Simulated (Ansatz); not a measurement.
C2H10InN (SMILES [CH3][InH-]([CH3])[NH3+])

```xyz
14

C     0.5170    1.3912    1.0171
C    -0.9797   -1.2995   -1.1325
In    0.7123   -0.0046   -0.6515
N     0.3149    1.6159   -2.4031
H     0.7138    0.8757    1.9704
H    -0.5001    1.8104    1.0726
H     1.2351    2.2226    0.9394
H     2.3146   -0.4588   -1.1989
H    -1.9388   -0.7792   -0.9818
H    -0.9352   -1.6586   -2.1727
H    -0.9790   -2.1863   -0.4791
H     0.3859    1.1899   -3.3264
H     0.9914    2.3774   -2.3655
H    -0.6144    2.0279   -2.3268
```

Geometry: PBE0-D4/def2-SVP; core potentials replace the inner electrons of In.

Theory: isolated molecule in a Gaussian basis; Kohn-Sham density functional theory, functional PBE0 (Ansatz).

What can the converged electron density and electron localisation function tell about the bonding?

Answer. C–In (2.18 Å): the density is about 0.63 e/Å³ at the midpoint; the ELF peaks at about 0.90 in the valence shell of C, 0.7 Å from its nucleus, and drops to about 0.20 between the two atoms.
In–N (2.42 Å): ρ at the midpoint is about 0.32 e/Å³; the ELF peaks at about 0.95 in the valence shell of N, 0.7 Å from its nucleus, and drops to about 0.10 between the two atoms.
N–H (1.02 Å): ρ at the midpoint is about 2.9 e/Å³; the ELF climbs to about 1 towards the hydrogen, as it does in any bond to H: an ordinary covalent bond to hydrogen.
C–H (1.10 Å): ρ at the midpoint is about 1.9 e/Å³; the ELF climbs to about 1 towards the hydrogen: a covalent bond by its length.

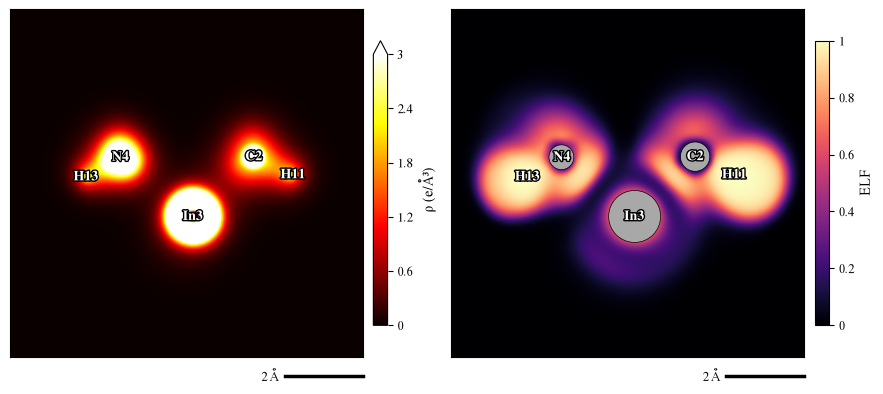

Computed electron density and electron localisation function on the plane of atoms C2, In3 and N4, in this order. Grey discs cover the atomic cores in the ELF map. 
